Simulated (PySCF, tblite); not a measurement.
# C2H10OSi3: geometry, infrared bands and NMR shifts

What infrared bands and NMR shifts should C2H10OSi3 (`[SiH3][SiH2][C@@H]1CO[SiH2]1`) show?

Programs: tblite 0.8.0 and PySCF 2.14.0, with density-fitted response routines of our own. Each step states its level of theory. These are calculated values for one molecule in the gas phase, unless marked as measured. Atoms count from 0, in the outputs and in this text.

**1. The starting structure**

16 atoms, charge 0, multiplicity 1; geometry from: force field or distance geometry start.

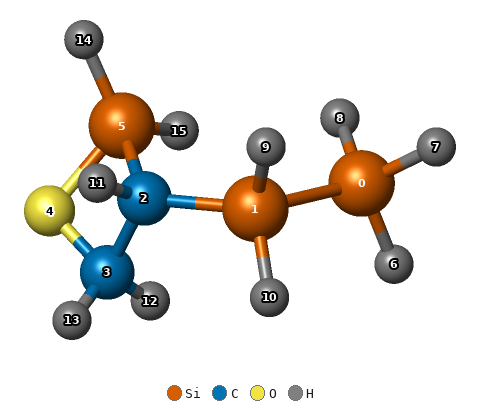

As it starts; silicon orange, carbon blue, oxygen yellow, hydrogen grey, atoms numbered.

**2. Relaxing the molecule with GFN2-xTB**

The job: settings as JSON, then the geometry in Å.

```
{"job": {"kind": "relax", "xc": "GFN2-xTB", "basis": "xTB"}, "charge": 0, "multiplicity": 1}
Si     2.345200     0.151500    -0.324700
Si     0.734300    -0.901000     0.759700
C     -0.950800    -0.279400     0.521700
C     -1.674700    -0.644300    -0.754400
O     -2.457000     0.498800    -0.550900
Si    -1.209100     1.488700     0.071400
H      2.671900    -0.492600    -1.609000
H      3.569500     0.055200     0.504900
H      2.100100     1.579100    -0.510300
H      1.044400    -0.844500     2.216600
H      0.808300    -2.335300     0.383300
H     -1.611600    -0.538300     1.394700
H     -1.095400    -0.599600    -1.665400
H     -2.274600    -1.582300    -0.611900
H     -1.622400     2.404000     1.140500
H     -0.385600     2.048900    -0.977700
```

Run with:

```bash
$ OMP_NUM_THREADS=1 python probes_run.py task.json out
```

One launch serves the whole session: the jobs run in the order shown.

Standard output:

```text
step      E/eV     max force
  0    -505.75876    4.297
  1    -506.25606    2.025
  2    -506.51159    1.004
  3    -506.61571    0.691
  4    -506.68835    0.551
  5    -506.73032    0.520
  6    -506.76696    0.526
  7    -506.79960    0.420
  8    -506.83229    0.449
  9    -506.85865    0.360
 10    -506.88004    0.415
 11    -506.89635    0.395
 12    -506.91052    0.292
 13    -506.92473    0.281
 14    -506.93781    0.319
 15    -506.95186    0.358
 16    -506.96545    0.298
 17    -506.97791    0.255
 18    -506.99016    0.247
 19    -507.00175    0.302
 20    -507.01240    0.304
 21    -507.02230    0.239
 22    -507.03113    0.211
 23    -507.04001    0.279
 24    -507.04962    0.303
 25    -507.05772    0.198
 26    -507.06286    0.154
 27    -507.06607    0.136
 28    -507.06878    0.173
 29    -507.07200    0.195
 30    -507.07538    0.210
 31    -507.07909    0.169
 32    -507.08277    0.121
 33    -507.08621    0.114
 34    -507.08727    0.117
 35    -507.08931    0.118
 36    -507.09067    0.100
 37    -507.09256    0.117
 38    -507.09402    0.085
 39    -507.09497    0.062
 40    -507.09541    0.052
 41    -507.09568    0.045
 42    -507.09592    0.035
 43    -507.09617    0.038
 44    -507.09642    0.039
 45    -507.09664    0.044
 46    -507.09684    0.041
 47    -507.09707    0.037
 48    -507.09735    0.039
 49    -507.09769    0.048
 50    -507.09806    0.058
 51    -507.09851    0.063
 52    -507.09912    0.064
 53    -507.09991    0.068
 54    -507.10075    0.084
 55    -507.10143    0.070
 56    -507.10192    0.068
 57    -507.10240    0.081
 58    -507.10318    0.107
 59    -507.10434    0.115
 60    -507.10567    0.094
 61    -507.10672    0.077
 62    -507.10744    0.075
 63    -507.10814    0.079
 64    -507.10924    0.099
 65    -507.11092    0.111
 66    -507.11294    0.120
 67    -507.11362    0.166
 68    -507.11596    0.088
 69    -507.11703    0.079
 70    -507.11888    0.084
 71    -507.11990    0.075
 72    -507.12136    0.070
 73    -507.12248    0.067
 74    -507.12361    0.083
 75    -507.12463    0.077
 76    -507.12586    0.096
 77    -507.12732    0.136
 78    -507.12900    0.108
 79    -507.13048    0.105
 80    -507.13171    0.061
 81    -507.13254    0.052
 82    -507.13289    0.055
 83    -507.13339    0.052
 84    -507.13383    0.060
 85    -507.13431    0.056
 86    -507.13476    0.055
 87    -507.13526    0.064
 88    -507.13588    0.066
 89    -507.13663    0.062
 90    -507.13735    0.072
 91    -507.13795    0.053
 92    -507.13847    0.058
 93    -507.13909    0.073
 94    -507.13995    0.093
 95    -507.14091    0.081
 96    -507.14167    0.058
 97    -507.14213    0.039
 98    -507.14245    0.041
 99    -507.14274    0.039
100    -507.14300    0.039
101    -507.14325    0.037
102    -507.14354    0.041
103    -507.14389    0.040
104    -507.14422    0.040
105    -507.14445    0.028
106    -507.14457    0.018
107    -507.14464    0.019
108    -507.14468    0.014
109    -507.14472    0.013
110    -507.14476    0.015
111    -507.14481    0.018
112    -507.14489    0.017
113    -507.14495    0.014
114    -507.14498    0.010
115    -507.14499    0.008
```

Run time: 0.91 s. Hardware: 1 thread of Arm Neoverse V1, shared host; peak memory 0.18 GiB.

Step by step: (not every step is listed)

```tsv
step	energy from step 0 (eV)	largest force (eV/Å)
0	0.0000	4.2970
1	-0.4973	2.0251
2	-0.7528	1.0035
3	-0.8569	0.6911
4	-0.9296	0.5508
5	-0.9716	0.5202
6	-1.0082	0.5259
7	-1.0408	0.4201
8	-1.0735	0.4490
18	-1.2314	0.2473
28	-1.3100	0.1732
38	-1.3353	0.0855
48	-1.3386	0.0393
58	-1.3444	0.1067
68	-1.3572	0.0878
78	-1.3702	0.1082
88	-1.3771	0.0663
98	-1.3837	0.0408
108	-1.3859	0.0141
110	-1.3860	0.0150
111	-1.3861	0.0181
112	-1.3861	0.0172
113	-1.3862	0.0136
114	-1.3862	0.0103
115	-1.3862	0.0082
```

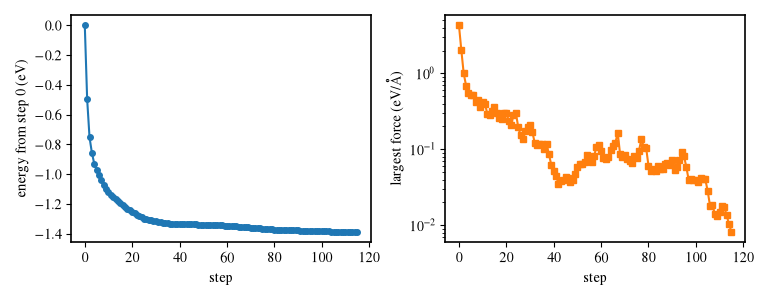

Energy and force, step by step.

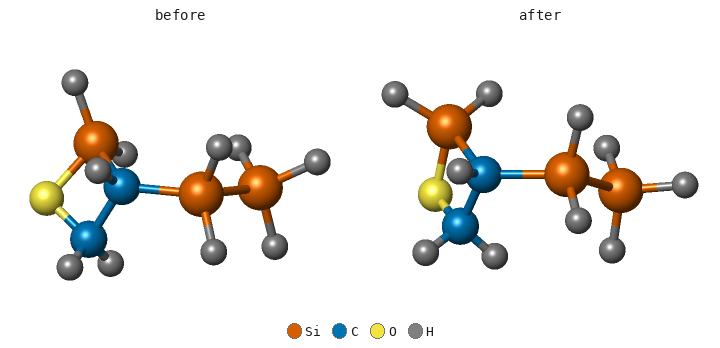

The geometry before (left) and after (right).

Close pairs (by a distance rule), those that changed most:

```tsv
bond	before (Å)	after (Å)	change (Å)
Si0–Si1	2.209	2.309	+0.101
Si1–C2	1.812	1.897	+0.086
C2–Si5	1.843	1.912	+0.069
O4–Si5	1.710	1.655	-0.055
C2–H11	1.125	1.089	-0.036
C3–H13	1.123	1.092	-0.030
C3–O4	1.400	1.428	+0.028
C2–C3	1.512	1.533	+0.022
```

The end geometry stands in the next job.

**3. Harmonic vibrations with GFN2-xTB**

The job: settings as JSON, then the geometry in Å.

```
{"job": {"kind": "ir", "xc": "GFN2-xTB", "basis": "xTB"}, "charge": 0, "multiplicity": 1}
Si     2.310632    -0.026300    -0.562175
Si     0.816540    -0.843411     0.997819
C     -0.970895    -0.325764     0.627045
C     -1.420376    -0.523271    -0.825597
O     -1.737691     0.821602    -1.187794
Si    -1.418272     1.501688     0.287372
H      2.119634    -0.604156    -1.898044
H      3.695560    -0.337836    -0.193856
H      2.247860     1.429372    -0.723112
H      1.088569    -0.400268     2.375552
H      0.826758    -2.318352     1.054673
H     -1.652556    -0.812763     1.323548
H     -0.645343    -0.894919    -1.501013
H     -2.310082    -1.146426    -0.938411
H     -2.623446     2.015888     0.930638
H     -0.334492     2.473861     0.221944
```

Standard output:

```text
mode    cm-1     km/mol
  1     -39.0      0.07
  2      64.3      0.37
  3      71.1      1.20
  4     137.2      3.73
  5     168.7      1.01
  6     287.2      8.53
  7     369.1     48.87
  8     412.1      9.32
  9     444.1     38.41
 10     466.5      0.85
 11     472.2      3.95
 12     537.7      9.85
 13     553.3     66.49
 14     581.7      7.58
 15     614.4     40.77
 16     649.7    300.39
 17     710.0    655.72
 18     775.5     39.53
 19     787.3    533.15
 20     799.1    129.18
 21     814.6    103.00
 22     821.2    129.14
 23     826.9    211.37
 24     889.8     78.08
 25     973.0     54.98
 26    1017.1     32.62
 27    1034.4     21.41
 28    1074.6     89.73
 29    1150.6      2.86
 30    1222.4      6.24
 31    1287.4     22.96
 32    1498.1      1.60
 33    2141.2    312.27
 34    2172.9    155.27
 35    2214.8    448.09
 36    2227.3    488.53
 37    2233.0    133.56
 38    2284.2    462.61
 39    2314.7    215.78
 40    2929.8     48.02
 41    2955.5     43.04
 42    2966.2     63.78
```

Wall time 0.63 s (1 thread of Arm Neoverse V1, shared host); peak memory 0.18 GiB.

The strongest bands and the atoms that carry them (share of the mass-weighted mode):

```tsv
cm⁻¹	km/mol	atoms
650	300.4	H14 35 %, H15 32 %
710	655.7	H10 20 %, Si1 18 %, C2 13 %, H9 12 %
787	533.1	H9 21 %, H10 17 %, H6 13 %, H8 13 %
2141	312.3	H10 92 %
2215	448.1	H6 89 %
2227	488.5	H7 67 %, H8 27 %
2284	462.6	H14 75 %, H15 20 %
2315	215.8	H15 76 %, H14 22 %
```

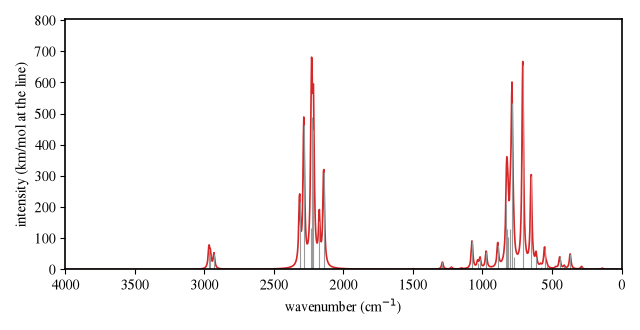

The infrared spectrum from these modes, unscaled. Lines are broadened to a width of 14 cm⁻¹ (Lorentzian).

**4. NMR shieldings: PBE0/pcSseg-1**

Same as in step 3 but for these lines:

```diff
@@ -1,2 +1,2 @@
-{"job": {"kind": "ir", "xc": "GFN2-xTB", "basis": "xTB"}, "charge": 0, "multiplicity": 1}
+{"job": {"kind": "nmr", "xc": "PBE0", "basis": "pcSseg-1"}, "charge": 0, "multiplicity": 1}
 Si     2.310632    -0.026300    -0.562175
```

Method: GIAO PBE0/pcSseg-1 NMR shielding, non-relativistic, gas phase.

Standard output:

```text
coarse grid: 14336 points
cycle   1  E = -1025.1797322054  dE =  4.906e-01  |g| = 7.201e-01  |ddm| = 3.576e+00
cycle   2  E = -1025.0060955849  dE =  1.736e-01  |g| = 1.185e+00  |ddm| = 2.137e+00
cycle   3  E = -1025.2791113208  dE = -2.730e-01  |g| = 8.899e-02  |ddm| = 1.593e+00
cycle   4  E = -1025.2801097767  dE = -9.985e-04  |g| = 5.165e-02  |ddm| = 1.153e-01
cycle   5  E = -1025.2807531613  dE = -6.434e-04  |g| = 9.422e-03  |ddm| = 5.367e-02
cycle   6  E = -1025.2807745508  dE = -2.139e-05  |g| = 2.145e-03  |ddm| = 1.285e-02
cycle   7  E = -1025.2807757338  dE = -1.183e-06  |g| = 4.652e-04  |ddm| = 2.620e-03
final grid: 123128 points
cycle   8  E = -1025.3250805141  dE = -1.507e-05  |g| = 9.449e-03  |ddm| = 2.049e-02
cycle   9  E = -1025.3250549684  dE =  2.555e-05  |g| = 1.501e-02  |ddm| = 1.798e-02
cycle  10  E = -1025.3250970215  dE = -4.205e-05  |g| = 7.440e-04  |ddm| = 1.182e-02
cycle  11  E = -1025.3250971260  dE = -1.045e-07  |g| = 2.457e-04  |ddm| = 9.756e-04
cycle  12  E = -1025.3250971401  dE = -1.407e-08  |g| = 4.327e-05  |ddm| = 2.961e-04
cycle  13  E = -1025.3250971405  dE = -3.847e-10  |g| = 2.102e-05  |ddm| = 6.507e-05
converged SCF energy = -1025.3250971405

GIAO shielding tensors (ppm)
atom      isotropic    diamagn.    paramagn.     s11        s22        s33       span
  0 Si     475.159     880.332    -405.173    470.794    472.803    481.880     11.086
  1 Si     426.523     880.435    -453.912    390.738    418.135    470.695     79.957
  2 C      174.208     256.813     -82.606    133.915    177.419    211.288     77.373
  3 C      110.967     248.157    -137.190     80.931     93.024    158.947     78.015
  4 O      290.900     396.373    -105.474    249.436    254.608    368.655    119.219
  5 Si     331.831     879.706    -547.875    289.611    300.088    405.795    116.185
  6 H       27.998      29.304      -1.306     24.499     26.155     33.340      8.841
  7 H       28.281      28.536      -0.255     24.916     25.570     34.357      9.441
  8 H       28.008      29.576      -1.568     24.250     26.498     33.278      9.028
  9 H       27.681      29.303      -1.621     23.852     25.963     33.229      9.377
 10 H       27.533      29.196      -1.664     23.342     25.932     33.324      9.982
 11 H       29.318      31.746      -2.428     24.725     28.942     34.287      9.562
 12 H       26.979      31.966      -4.987     23.634     27.467     29.836      6.202
 13 H       26.541      29.963      -3.423     22.935     25.860     30.826      7.891
 14 H       25.752      29.210      -3.457     22.761     23.692     30.803      8.042
 15 H       25.950      30.147      -4.198     23.092     25.077     29.679      6.587
```

Wall time 33 s (1 thread of Arm Neoverse V1, shared host); peak memory 0.74 GiB.

The references, computed at this level on geometries of the same kind, shield at (ppm): ¹H TMS 31.72, ¹³C TMS 186.9, ²⁹Si TMS 349.2, ¹⁷O H2O 336.1. Their shielding less the atom's gives the shift. The references are single molecules in the gas phase, so shifts against H2O, NH3, PH3, H3PO4 or CFCl3 are not on the usual liquid scales and can be off by tens of ppm. Atoms listed in one row are averaged.

```tsv
atoms	environment	σ (ppm)	δ (ppm)	δ scaled to CDCl3
C3	sp3 CH2 bonded to O	111.0	76.0	72.2
C2	sp3 CH bonded to 2 Si	174.2	12.7	10.5
H14	hydrogen on a silicon bonded to C, O, in a 4-membered ring	25.75	5.96	–
H15	hydrogen on a silicon bonded to C, O, in a 4-membered ring	25.95	5.77	–
H13	hydrogen on an sp3 CH2 bonded to O	26.54	5.18	4.99
H12	hydrogen on an sp3 CH2 bonded to O	26.98	4.74	4.57
H10	hydrogen on a silicon bonded to C, Si	27.53	4.18	–
H9	hydrogen on a silicon bonded to C, Si	27.68	4.04	–
H6, H7, H8	hydrogen on a silicon bonded to Si	28.10	3.62	–
H11	hydrogen on an sp3 CH bonded to 2 Si	29.32	2.40	2.37
Si5	silicon bonded to C, O, 2 H, in a 4-membered ring	331.8	17.3	–
Si1	silicon bonded to C, Si, 2 H	426.5	-77.4	–
Si0	silicon bonded to Si, 3 H	475.2	-126.0	–
O4	oxygen bonded to C, Si, in a 4-membered ring	290.9	45.2	–
```

The scaled column applies a straight-line fit of computed shieldings to shifts measured in CDCl3 (root-mean-square error 0.16 ppm for H, 1.9 ppm for C).

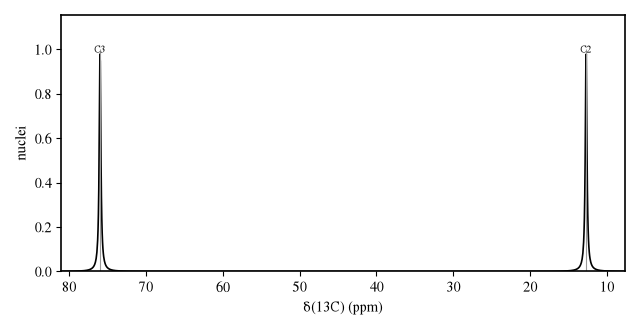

¹³C lines at the computed shifts, without couplings. Lines are broadened to a width of 0.25 ppm (Lorentzian).

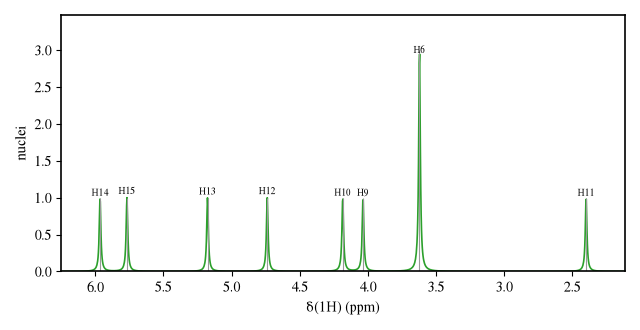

¹H lines at the computed shifts, without couplings. Lines are broadened to a width of 0.01 ppm (Lorentzian).

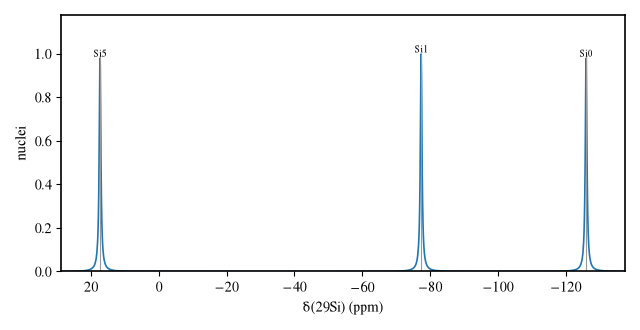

²⁹Si lines at the computed shifts, without couplings. Lines are broadened to a width of 0.57 ppm (Lorentzian).

The run also stored atomic charges by several schemes (e):

```tsv
atoms	Mulliken	IAO	Hirshfeld	ESP fit
Si0	0.17	0.27	0.21	0.13
Si1	0.34	0.45	0.24	0.29
C2	-0.84	-0.68	-0.21	-0.55
C3	0.13	-0.04	0.00	0.19
O4	-0.60	-0.68	-0.26	-0.51
Si5	0.84	1.01	0.42	0.76
```

Hirshfeld charges:

Si0 0.21; Si1 0.24; C2 -0.21; C3 0.00; O4 -0.26; Si5 0.42; H6 -0.07; H7 -0.07; H8 -0.07; H9 -0.08; H10 -0.08; H11 0.04; H12 0.04; H13 0.04; H14 -0.07; H15 -0.07

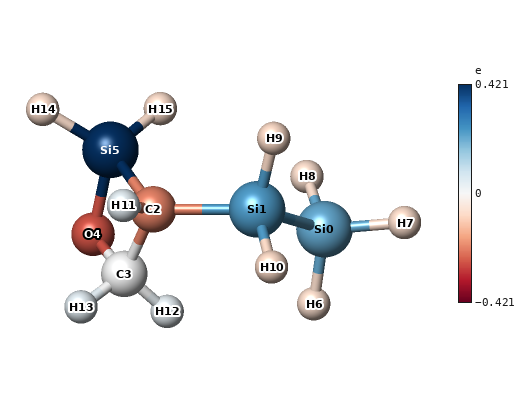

Hirshfeld charges, as colours on the atoms.

Mayer bond orders: Si0–Si1 0.92, Si1–C2 0.88, C2–C3 0.96, C3–O4 0.89, O4–Si5 1.01, Si5–C2 0.91.

Ring of atoms C2, C3, O4, Si5: NICS(0) -1.1, NICS(1) 0.4, NICS(1)zz 2.1 ppm (means of both faces).

Orbitals, density, ELF and potential are computed afterwards from the orbital file.

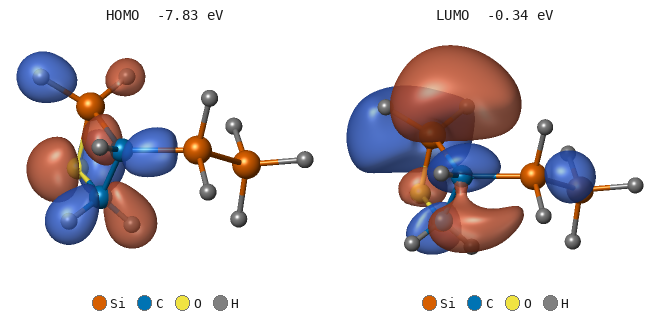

Frontier orbitals at PBE0/pcSseg-1; each surface holds 70 % of the orbital's density, blue and red mark the sign.

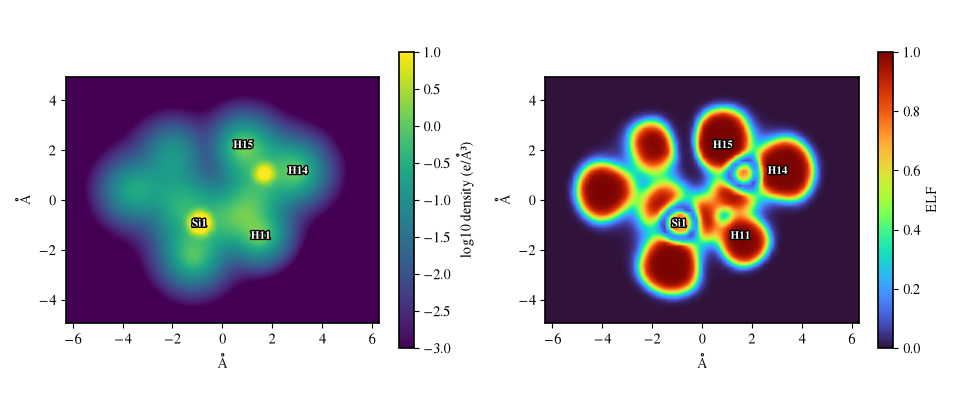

Density (left) and ELF (right) in a plane through or near 4 of the atoms.

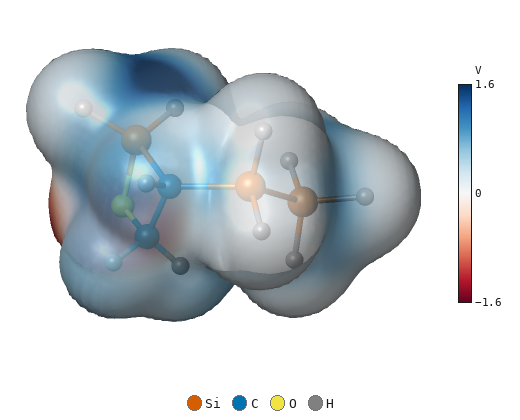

The potential that a unit positive charge feels on the 0.002 e/bohr³ surface, from -1.56 V near O4 to 1.60 V near Si5.

**5. Outcome**

```
                                                              quantity                                               value
                             strongest single infrared mode (GFN2-xTB)                                710 cm⁻¹, 656 km/mol
                                          zero-point energy (GFN2-xTB)                                       65.7 kcal/mol
                                ¹³C shifts against TMS (PBE0/pcSseg-1)                                      76.0, 12.7 ppm
¹H shifts against TMS (PBE0/pcSseg-1, means over atoms taken as alike)  5.96, 5.77, 5.18, 4.74, 4.18, 4.04, 3.62, 2.40 ppm
                               ²⁹Si shifts against TMS (PBE0/pcSseg-1)                             17.3, -77.4, -126.0 ppm
                                ¹⁷O shifts against H2O (PBE0/pcSseg-1)                                            45.2 ppm
                                 surface potential, least and greatest                                  -1.56 V and 1.60 V
```

**Reading.** The optimisation took 115 steps and gained 1.386 eV; among the close pairs (by a distance rule), Si0–Si1 changed most, from 2.209 to 2.309 Å. The lowest mode is imaginary (39i cm⁻¹), so the xTB geometry is not a minimum. The strongest single mode, at 710 cm⁻¹, is spread over several atoms, H10, Si1, C2, H9 among them. GFN2-xTB is a fitted tight-binding method: band positions and strengths are rough. Its intensities can rank the bands wrongly. The most deshielded carbon is C3 (sp3 CH2 bonded to O), at 76.0 ppm: deshielded by the electronegative neighbour. By nearest atom (PBE0/pcSseg-1), the HOMO sits on O4 46 %; H12, H13, H14 about 9 % each and the LUMO on Si5 25 %; H14, H15 about 17 % each.
